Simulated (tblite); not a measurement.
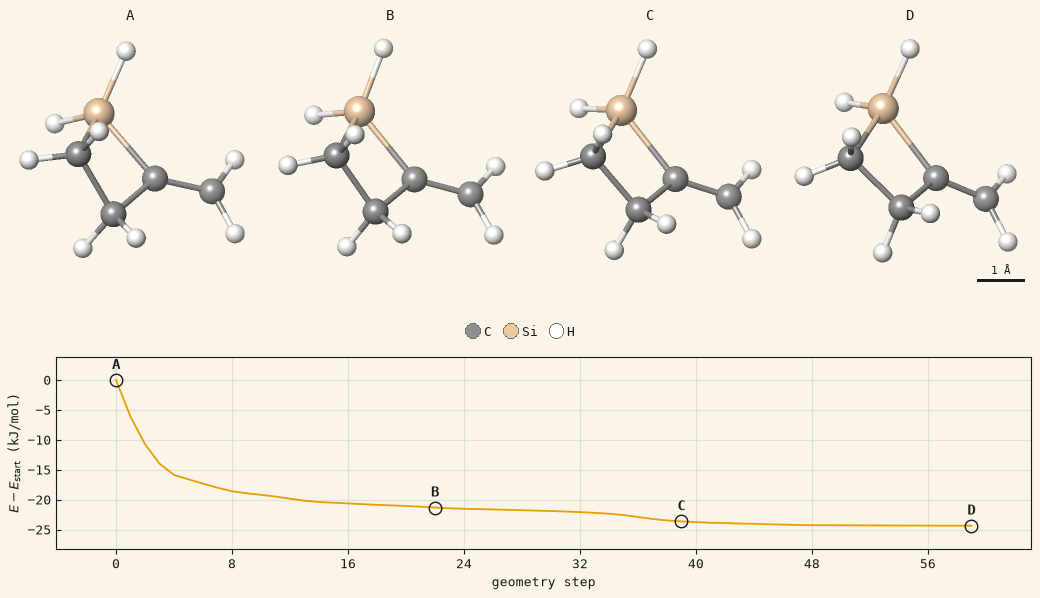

Frames of a relaxation of C$_{4}$H$_{8}$Si, marked on the history of the run. A ball-and-stick model, seen at a tilt.

Method: GFN2-xTB geometry optimisation, gas phase in tblite. 

What happens along the run?

The largest move after the best rigid fit is that of an H atom, 0.65 Å. Largest moves by element: H 0.65 Å, C 0.28 Å, Si 0.16 Å. Near-neighbour distances that change, for instance: C–Si 1.881 → 1.918 Å, C–C 1.352 → 1.321 Å, C–Si 1.868 → 1.893 Å, C–C 1.569 → 1.545 Å. Among the angles between lasting bonds that change: H–Si–H 117.8° → 110.9°, C–C–C 92.8° → 98.9°, C–C–H 116.9° → 112.1°. Groups turn about C–C by about 25°, C–C by about 25°, C–Si by about 20°. Over 59 geometry steps the energy falls by 24.3 kJ/mol. From step 0 to 22: an H atom moves most (0.19 Å), energy −21.3 kJ/mol. From step 22 to 39: H atoms move most (0.28 Å), energy −2.31 kJ/mol. From step 39 to 59: H atoms move most (0.27 Å), energy −0.72 kJ/mol.

```json
{"step": "0", "E − E(0), kJ/mol": "0.00"}
{"step": "1", "E − E(0), kJ/mol": "-6.13"}
{"step": "2", "E − E(0), kJ/mol": "-10.73"}
{"step": "3", "E − E(0), kJ/mol": "-13.97"}
{"step": "4", "E − E(0), kJ/mol": "-15.86"}
{"step": "5", "E − E(0), kJ/mol": "-16.59"}
{"step": "6", "E − E(0), kJ/mol": "-17.31"}
{"step": "7", "E − E(0), kJ/mol": "-17.99"}
{"step": "8", "E − E(0), kJ/mol": "-18.58"}
{"step": "9", "E − E(0), kJ/mol": "-18.92"}
{"step": "10", "E − E(0), kJ/mol": "-19.18"}
{"step": "13", "E − E(0), kJ/mol": "-20.16"}
{"step": "15", "E − E(0), kJ/mol": "-20.50"}
{"step": "18", "E − E(0), kJ/mol": "-20.85"}
{"step": "20", "E − E(0), kJ/mol": "-21.04"}
{"step": "23", "E − E(0), kJ/mol": "-21.43"}
{"step": "25", "E − E(0), kJ/mol": "-21.56"}
{"step": "28", "E − E(0), kJ/mol": "-21.75"}
{"step": "31", "E − E(0), kJ/mol": "-21.97"}
{"step": "33", "E − E(0), kJ/mol": "-22.19"}
{"step": "36", "E − E(0), kJ/mol": "-22.88"}
{"step": "38", "E − E(0), kJ/mol": "-23.46"}
{"step": "41", "E − E(0), kJ/mol": "-23.84"}
{"step": "44", "E − E(0), kJ/mol": "-24.02"}
{"step": "46", "E − E(0), kJ/mol": "-24.16"}
{"step": "49", "E − E(0), kJ/mol": "-24.26"}
{"step": "51", "E − E(0), kJ/mol": "-24.28"}
{"step": "54", "E − E(0), kJ/mol": "-24.31"}
{"step": "56", "E − E(0), kJ/mol": "-24.32"}
{"step": "59", "E − E(0), kJ/mol": "-24.33"}
```
